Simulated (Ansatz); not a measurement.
# InHF (SMILES [F][InH]): U-r2SCAN0/STO-3G

Aim: the energy change on altering one bond length of InHF at U-r2SCAN0/STO-3G, from 2 runs. 

The calculation is run with Ansatz 0.2.0.

65 further runs of the same task are left out: 9 that didn't finish, 56 set aside as unsound or not needed.

### Step 1. The molecule

The species is InHF (3 atoms), meant as a doublet with charge 0. SMILES: `[F][InH]`. The shape is that of a PBE0-D4/def2-TZVP optimisation.

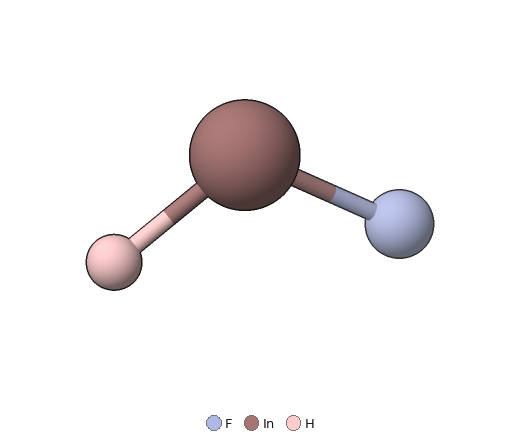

Viewed from a chosen angle; fluorine light blue, indium brown, hydrogen pink.

### Step 2. The energy at U-r2SCAN0/STO-3G

run.yaml

```yaml
crystal:
  periodic: [false, false, false]
  atoms:
    - {symbol: F, position_ang: [1.088400, 0.989500, 0.694300]}
    - {symbol: In, position_ang: [-0.522500, 0.355100, -0.244800]}
    - {symbol: H, position_ang: [-0.576900, -1.409400, -0.462800]}
basis:
  gaussian:
    orbitals: STO-3G
magnetization:
  spin_polarized: true
  initial_magnetization: 1
hamiltonian:
  xc: {name: r2SCAN0}
accuracy: high
```

Command:

```bash
$ ansatz run run.yaml --threads 1 --pin off --max-ram 2610MiB --events-out events.jsonl --progress --plain --runs-dir runs
```

The program printed:

```text
Warning: RAYON_NUM_THREADS=1 ignored (pool sized by the plan → 1); use --threads N
Functional definition: r2SCAN0
  name "r2SCAN0"
  parameter a = 0.25
  parameter k0 = 0.174
  parameter k1 = 0.065
  parameter a1 = 4.9479
  exchange = (1 - a)*r2scan_x(k0 = k0, k1 = k1, a1 = a1) + a*exact_x
  correlation = r2scan_c
590 factors; integrals over basis functions are off by at most 4.0e-9 eV
mean field evaluation 1: about -157390.1378 eV, gradient 1.2e1 eV
mean field evaluation 2: about -157369.2572 eV, gradient 6.5e1 eV
mean field evaluation 4: about -157391.8753 eV, gradient 4.2e-1 eV
mean field evaluation 8: about -157391.8587 eV, gradient 9.3e-2 eV
mean field evaluation 16: about -157391.8588 eV, gradient 1.3e-5 eV
mean field -157391.85882959 eV, -5784.0441279539 hartree, gradient 7.5e-8 eV, S^2 0.755761; 0 other end points of the search recorded, 0 dependent functions left out
reference -157391.85883017 eV, -5784.0441279751 hartree; 30, 29 occupied and 3, 4 virtual orbitals, 590 factors
Total energy: -157391.85883017 eV, -5784.0441279751 hartree
```

Run time: 6.9 s. Hardware: 1 thread of Arm Neoverse V2, shared host; peak memory 0.24 GiB.

### Step 3. The distorted shape

job.yaml

```yaml
crystal:
  periodic: [false, false, false]
  atoms:
    - {symbol: F, position_ang: [1.491113, 1.148095, 0.929068]}
    - {symbol: In, position_ang: [-0.522500, 0.355100, -0.244800]}
    - {symbol: H, position_ang: [-0.576900, -1.409400, -0.462800]}
basis:
  gaussian:
    orbitals: STO-3G
magnetization:
  spin_polarized: true
  initial_magnetization: 1
accuracy: high
hamiltonian:
  xc: {name: r2SCAN0}
```

Command:

```bash
$ ansatz run job.yaml --threads 1 --pin off --max-ram 2610MiB --events-out events.jsonl --progress --plain --runs-dir runs
```

The program printed:

```text
Warning: RAYON_NUM_THREADS=1 ignored (pool sized by the plan → 1); use --threads N
Functional definition: r2SCAN0
  name "r2SCAN0"
  parameter a = 0.25
  parameter k0 = 0.174
  parameter k1 = 0.065
  parameter a1 = 4.9479
  exchange = (1 - a)*r2scan_x(k0 = k0, k1 = k1, a1 = a1) + a*exact_x
  correlation = r2scan_c
580 factors; integrals over basis functions are off by at most 4.0e-9 eV
mean field evaluation 1: about -157385.9566 eV, gradient 1.4e1 eV
mean field evaluation 2: about -157231.4215 eV, gradient 1.2e2 eV
mean field evaluation 4: about -157388.8321 eV, gradient 1.1e1 eV
mean field evaluation 8: about -157389.8851 eV, gradient 9.5e-2 eV
mean field evaluation 16: about -157389.8602 eV, gradient 1.2e-3 eV
mean field evaluation 32: about -157389.5653 eV, gradient 2.0e0 eV
mean field -157389.86016430 eV, -5783.9706783591 hartree, gradient 5.9e-8 eV, S^2 0.800268; 3 other end points of the search recorded, 0 dependent functions left out
reference -157389.86016486 eV, -5783.9706783796 hartree; 30, 29 occupied and 3, 4 virtual orbitals, 580 factors
Total energy: -157389.86016486 eV, -5783.9706783796 hartree
```

It took 8.7 s on 1 thread of Arm Neoverse V2, shared host; peak memory 0.24 GiB.

### Step 4. Outcome

Level: U-r2SCAN0/STO-3G.

```
                                                          quantity           value
                                         first shape: total energy  -5784.04413 Eh
                                                 first shape: ⟨S²⟩           0.756
                                     distorted shape: total energy  -5783.97068 Eh
                                             distorted shape: ⟨S²⟩           0.800
energy change with the F1–In2 bond stretched from 1.970 to 2.462 Å        1.999 eV
```

What this shows: With the F1–In2 bond stretched from 1.970 to 2.462 Å the energy rises by 2.00 eV (46 kcal/mol). The first shape isn't relaxed at this level, so the change isn't measured from a minimum. The minimal basis adds a large error of its own. Relativity is left out (first shape) although the molecule holds a heavy atom. Relativity is left out (distorted shape) although the molecule holds a heavy atom.
